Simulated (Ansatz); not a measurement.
# CH2AlN (AlH2(CN)) at B3LYP/STO-3G

What is the vertical electron affinity of CH2AlN (AlH2(CN)) at B3LYP/STO-3G? 

The results are computed with Ansatz 0.2.0.

65 further runs of the same task are left out: 13 that didn't finish, 52 set aside as unsound or not needed.

**1. The molecule**

CH2AlN has 5 atoms, charge 0, and is taken as a singlet. As SMILES, `[H][Al]([H])[C]#N`. Geometry: a GFN2-xTB relaxation, a rough one for these elements and not checked as a minimum.

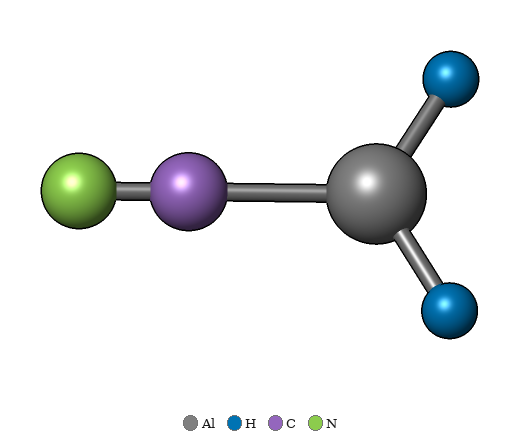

The structure, seen from a chosen angle (aluminium grey, hydrogen blue, carbon purple, nitrogen green).

**2. The energy at B3LYP/STO-3G**

The input, job.yaml:

```yaml
crystal:
  periodic: [false, false, false]
  atoms:
    - {symbol: Al, position_ang: [0.353320, 0.616070, 0.007940]}
    - {symbol: H, position_ang: [1.897570, 0.618400, 0.058740]}
    - {symbol: H, position_ang: [-0.410240, 1.959830, -0.023840]}
    - {symbol: C, position_ang: [-0.634730, -1.095760, -0.014750]}
    - {symbol: N, position_ang: [-1.205910, -2.098530, -0.028080]}
basis:
  gaussian: {orbitals: STO-3G}
accuracy: high
hamiltonian: {xc: {name: B3LYP}}
```

The run is started by

```console
$ ansatz run job.yaml --threads 1 --pin off --max-ram 2610MiB --events-out events.jsonl --progress --plain --runs-dir runs
```

Log:

```text
Warning: RAYON_NUM_THREADS=1 ignored (pool sized by the plan → 1); use --threads N
Functional definition: B3LYP
  name "B3LYP"
  parameter a0 = 0.2
  parameter ax = 0.72
  parameter ac = 0.81
  exchange = (1 - a0 - ax)*slater_x + ax*b88_x + a0*exact_x
  correlation = (1 - ac)*vwn_rpa_c + ac*lyp_c
373 factors; integrals over basis functions are off by at most 2.4e-9 eV
mean field evaluation 1: about -9040.7934 eV, gradient 3.2e1 eV
mean field evaluation 2: about -9033.0286 eV, gradient 6.4e1 eV
mean field evaluation 4: about -9043.8133 eV, gradient 4.2e-1 eV
mean field evaluation 8: about -9043.7383 eV, gradient 4.5e-3 eV
mean field evaluation 16: about -9043.7383 eV, gradient 3.9e-9 eV
mean field -9043.73828037 eV, -332.3512517377 hartree, gradient 4.5e-9 eV, S^2 0.000000; 0 other end points of the search recorded, 0 dependent functions left out
reference -9043.73830701 eV, -332.3512527164 hartree; 14, 14 occupied and 7, 7 virtual orbitals, 373 factors
Total energy: -9043.73830701 eV, -332.3512527164 hartree
```

It took 1.2 s on 1 thread of Arm Neoverse V1, shared host; peak memory 0.096 GiB.

**3. The doublet anion at the same level**

The input, input.yaml:

```yaml
crystal:
  periodic: [false, false, false]
  atoms:
    - symbol: Al
      position_ang: [0.353320, 0.616070, 0.007940]
    - symbol: H
      position_ang: [1.897570, 0.618400, 0.058740]
    - symbol: H
      position_ang: [-0.410240, 1.959830, -0.023840]
    - symbol: C
      position_ang: [-0.634730, -1.095760, -0.014750]
    - symbol: "N"
      position_ang: [-1.205910, -2.098530, -0.028080]
basis:
  gaussian:
    orbitals: STO-3G
hamiltonian:
  xc: {name: B3LYP}
accuracy: high
total_charge: -1
magnetization:
  spin_polarized: true
  initial_magnetization: 1
```

The run is started by

```console
$ ansatz run input.yaml --threads 1 --pin off --max-ram 2610MiB --events-out events.jsonl --progress --plain --runs-dir runs
```

Log (excerpt; [...] marks lines left out):

```text
Warning: RAYON_NUM_THREADS=1 ignored (pool sized by the plan → 1); use --threads N
[... 7 set-up lines as earlier in the session ...]
373 factors; integrals over basis functions are off by at most 2.4e-9 eV
mean field evaluation 1: about -9037.1760 eV, gradient 1.5e1 eV
mean field evaluation 2: about -9033.5456 eV, gradient 3.2e1 eV
mean field evaluation 4: about -9038.6866 eV, gradient 7.0e-1 eV
mean field evaluation 8: about -9038.6252 eV, gradient 2.1e-2 eV
mean field evaluation 16: about -9038.6253 eV, gradient 5.7e-6 eV
mean field -9038.62525738 eV, -332.1633516084 hartree, gradient 6.6e-8 eV, S^2 0.754843; 0 other end points of the search recorded, 0 dependent functions left out
reference -9038.62528457 eV, -332.1633526076 hartree; 15, 14 occupied and 6, 7 virtual orbitals, 373 factors
Total energy: -9038.62528457 eV, -332.1633526076 hartree
```

Run time: 2.3 s. Hardware: 1 thread of Arm Neoverse V1, shared host; peak memory 0.13 GiB.

**4. Results**

At B3LYP/STO-3G:

```
                                         quantity          value
                     singlet CH2AlN: total energy  -332.35125 Eh
                      doublet anion: total energy  -332.16335 Eh
                              doublet anion: ⟨S²⟩          0.755
vertical electron affinity (to the doublet anion)      -5.113 eV
```

**Reading.** The anion lies 5.11 eV (118 kcal/mol) above the neutral: the electron isn't bound at this level, and such a value depends on the basis. Without diffuse functions anions come out too high. In a minimal basis such a difference can be off by several eV, whatever the method.
